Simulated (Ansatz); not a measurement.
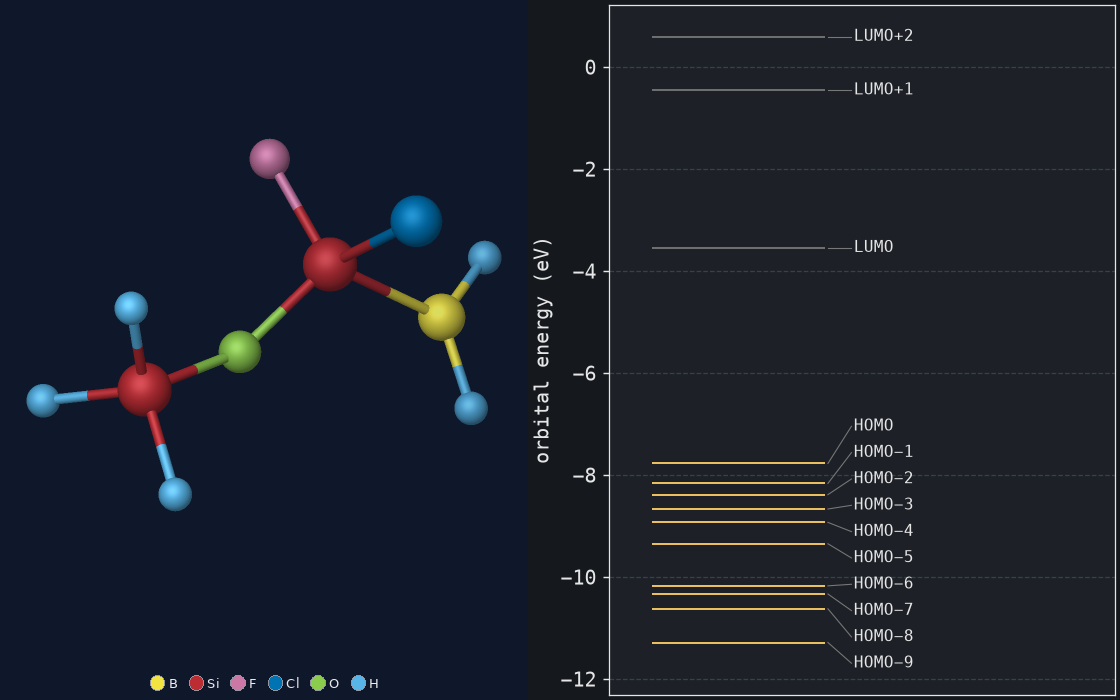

BSi₂H₅OClF, SMILES B[Si@](F)(Cl)O[SiH3]. Kohn-Sham orbital energies near the frontier, r2SCAN/def2-TZVPP with the Ansatz code 0.2.0, at a PBE0-D4/def2-TZVP geometry (no frequency check), isolated molecule; empty levels in grey, levels within 0.03 eV side by side.

> Where do the frontier orbitals lie?

HOMO at −7.77 eV, LUMO at −3.54 eV, 4.23 eV apart.

> How far below the HOMO does the next level lie?

0.39 eV.

> List the levels.

```
orbital  energy (eV)
 LUMO+2         0.60
 LUMO+1        −0.45
   LUMO        −3.54
   HOMO        −7.77
 HOMO−1        −8.16
 HOMO−2        −8.38
 HOMO−3        −8.67
 HOMO−4        −8.93
 HOMO−5        −9.35
 HOMO−6       −10.17
 HOMO−7       −10.33
 HOMO−8       −10.62
 HOMO−9       −11.28
```

Note: one conformer of a flexible molecule; empty levels above zero depend strongly on the basis.
